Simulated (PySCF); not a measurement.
```xyz
18

C     2.0816    2.6228    0.3448
C     1.7765    1.4505    0.2673
C     1.4272    0.0817    0.1773
C     2.2194   -1.0651    0.1895
C     1.3026   -2.1202    0.0684
N     0.0535   -1.6707   -0.0118
N     0.1366   -0.3536    0.0580
C    -1.0356    0.4641   -0.0297
C    -2.3419   -0.0799    0.4491
C    -2.1006    0.1086   -1.0204
H     2.3548    3.6596    0.4131
H     3.3013   -1.1027    0.2776
H     1.4976   -3.1911    0.0371
H    -0.7938    1.5143    0.1428
H    -2.3200   -1.1067    0.8217
H    -3.0157    0.6017    0.9741
H    -2.6023    0.9232   -1.5486
H    -1.9205   -0.7952   -1.6077
```

Geometry: PBE0-D3(BJ)/def2-SVP.

These are results of PBE0/pcSseg-1, SCF density, gas phase, non-relativistic in PySCF, not measurements.

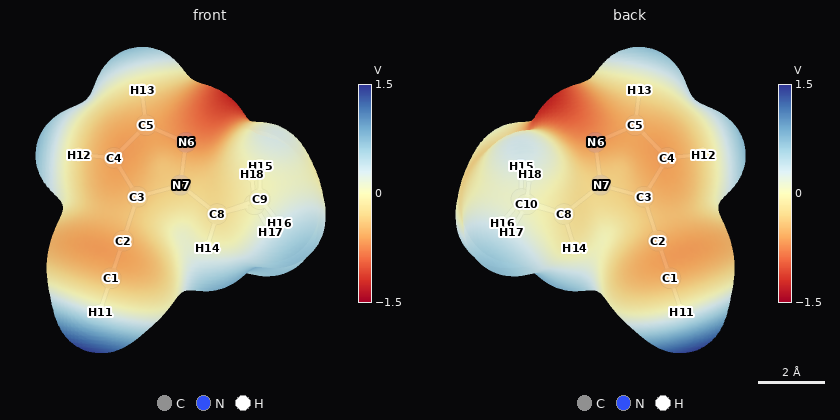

C₈H₈N₂ (SMILES C#Cc1ccnn1C1CC1). The molecular electrostatic potential painted on the density surface at 0.001 e/bohr³, seen from the front and from behind; the colour scale runs from red (negative) to blue (positive).

Where is the surface potential most negative and most positive?

Answer. The most negative region (about −1.2 V, or −28 kcal/mol for a unit charge) lies over N6, the most positive (about +1.4 V, or +32 kcal/mol for a unit charge) over H11. N6 is the likeliest acceptor of a hydrogen bond.
